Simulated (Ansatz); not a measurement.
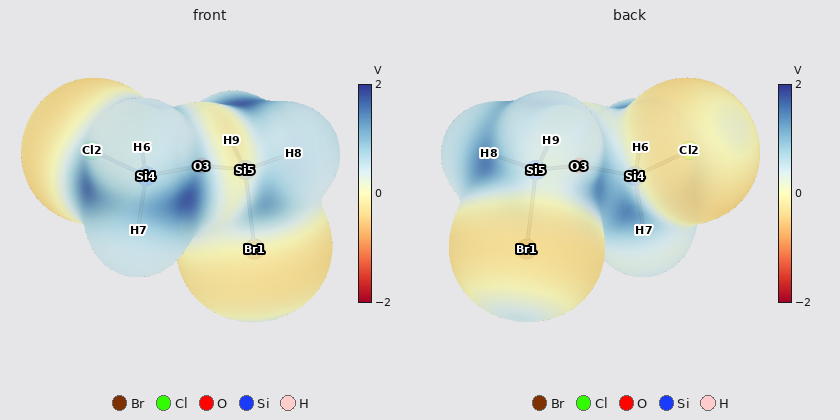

Figure 1: BrClH4OSi2 (SMILES Cl[SiH2]O[SiH2]Br). The molecular electrostatic potential painted on the density surface at 0.002 e/bohr³, seen from the front and from behind; red is negative and blue positive.

Geometry: B3LYP/6-31G*.

The calculation used isolated molecule in a Gaussian basis; Kohn-Sham density functional theory, functional PBE0 in Ansatz 0.2.0.

```json
{"atom": "Br", "x (Å)": "-1.2682", "y (Å)": "1.6896", "z (Å)": "-2.8774"}
{"atom": "Cl", "x (Å)": "2.5363", "y (Å)": "-1.4108", "z (Å)": "-1.0532"}
{"atom": "O", "x (Å)": "1.6421", "y (Å)": "1.4811", "z (Å)": "-1.5210"}
{"atom": "Si", "x (Å)": "2.7257", "y (Å)": "0.3795", "z (Å)": "-2.0835"}
{"atom": "Si", "x (Å)": "0.1260", "y (Å)": "1.9977", "z (Å)": "-1.1473"}
{"atom": "H", "x (Å)": "4.0822", "y (Å)": "0.9024", "z (Å)": "-1.8288"}
{"atom": "H", "x (Å)": "2.4799", "y (Å)": "0.0956", "z (Å)": "-3.5122"}
{"atom": "H", "x (Å)": "0.1890", "y (Å)": "3.4482", "z (Å)": "-0.8782"}
{"atom": "H", "x (Å)": "-0.4139", "y (Å)": "1.2311", "z (Å)": "-0.0050"}
```

Q: Where is the surface potential most negative and most positive?

A: The most negative region (about −0.4 V) lies over Br1 and Cl2, the most positive (about +1.7 V) over Si4 and Si5. Br1 shows a σ-hole: about +0.5 V at the tip opposite its bond, against about −0.3 V on its flanks. Cl2 shows a σ-hole: about +0.2 V at the tip opposite its bond, against about −0.3 V on its flanks.

Q: How polar is the molecule by this calculation?

A: Its dipole moment is 1.39 D.
